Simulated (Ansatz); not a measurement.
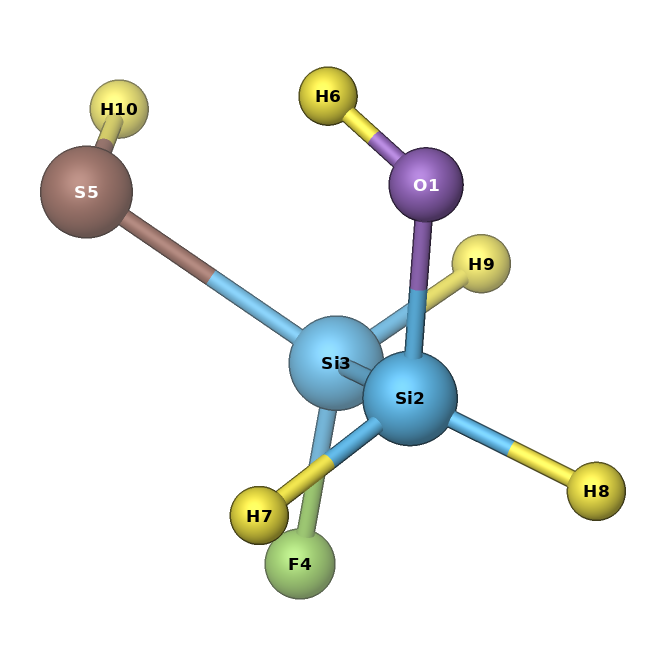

Si3 lies behind Si2. The molecule seen a little off the Si2–Si3 bond, Si2 in front. Depth is shown by fading: the farther an atom, the more it takes the colour of the background. Computed geometry: PBE0-D4/def2-TZVP optimisation. No frequency run is at hand to confirm it as a minimum.

**What is the torsion angle O1–Si2–Si3–S5? The sign is positive where the front bond must turn clockwise to cover the back bond.**

−55°, synclinal (gauche). The bonds about Si2–Si3 are staggered.
